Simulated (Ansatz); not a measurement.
## Electronic structure of CH7NSi in real space

| atom | x (Å) | y (Å) | z (Å) |
| --- | --- | --- | --- |
| Si | -0.8106 | 0.0338 | 0.3171 |
| N | 0.8218 | 0.9988 | 0.2487 |
| C | -0.0928 | -1.2664 | -0.6643 |
| H | 1.0141 | 0.0000 | -0.3716 |
| H | -1.7827 | 1.0086 | -0.2497 |
| H | -1.0349 | -0.1144 | 1.7813 |
| H | 0.8605 | 1.8601 | -0.2873 |
| H | 1.3696 | 1.0971 | 1.0977 |
| H | 0.1011 | -2.2249 | -0.1851 |
| H | -0.4461 | -1.3927 | -1.6867 |

A transition-state structure; geometry: PBE0-D4/def2-TZVP.

Computed with Ansatz, RKS PBE0-D4/def2-TZVPP.

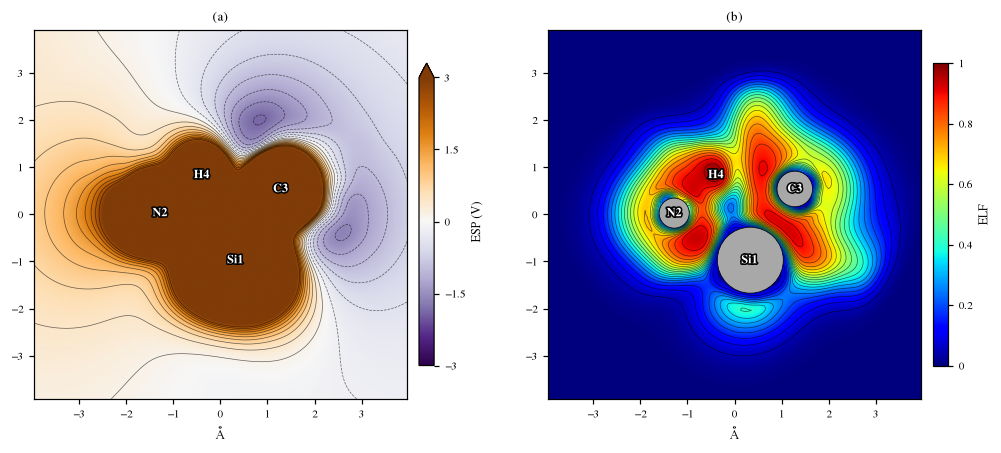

Figure 1. (a) molecular electrostatic potential; (b) ELF on the plane of atoms Si1, N2 and H4. Grey discs cover the atomic cores in the ELF map.

Question: What do the fields say about this system?

Answer:
- The plane passes through Si, N, C and H nuclei.
- C–Si (1.78 Å): the ELF peaks at about 0.90 between the atoms: a covalent bond.
- Si–N (1.90 Å): the ELF peaks at about 0.90 between the atoms; a shared but strongly polarised pair.
- Outside the dense part of the molecule the potential is most negative (−1.9 V) near C3.

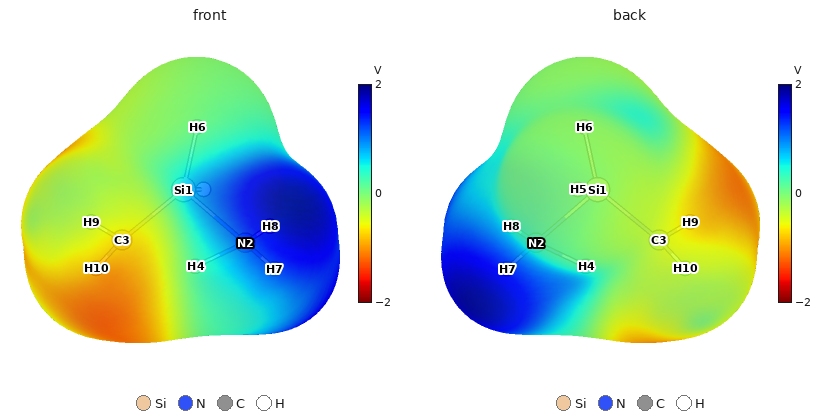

Figure 2. The electrostatic potential painted on the density surface at 0.001 e/bohr³, seen from the front and from behind; red is negative and blue positive.

Question: Which sites attract a positive test charge, and which a negative one?

Answer: A positive charge is drawn to the negative regions and a negative charge to the positive ones. The most negative region (about −1.3 V) lies over C3, the most positive (about +1.9 V) over H7 and H8.

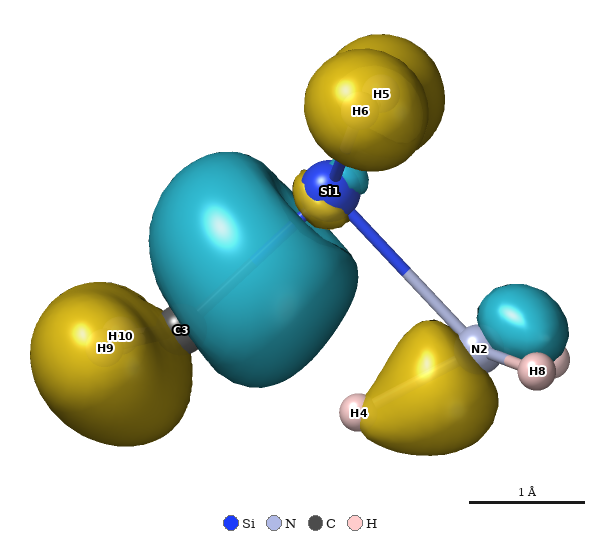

Figure 3. The HOMO−1 at ±0.15 Å⁻³ᐟ² (yellow and cyan are the two phases), seen across its widest extent.

Question: Describe this orbital and give its energy.

Answer: Its weight (Hirshfeld) is mainly on C3 (about 40 %), Si1 (about 25 %), N2 (about 10 %), H9 (about 5 %) and H10 (about 5 %). Its energy is −8.74 eV.

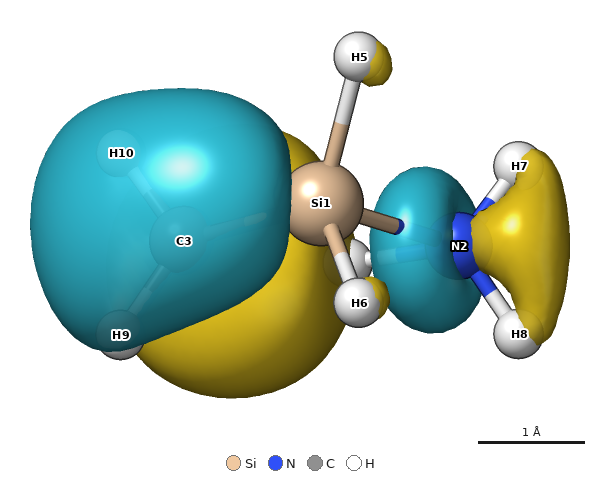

Figure 4. The HOMO at ±0.1 Å⁻³ᐟ² (yellow and cyan are the two phases), seen from one side.

Question: What is the character of this orbital?

Answer: By Hirshfeld shares it lies mainly on C3 (about 50 %), Si1 (about 15 %), N2 (about 10 %) and H4 (about 10 %). Its energy is −5.30 eV.
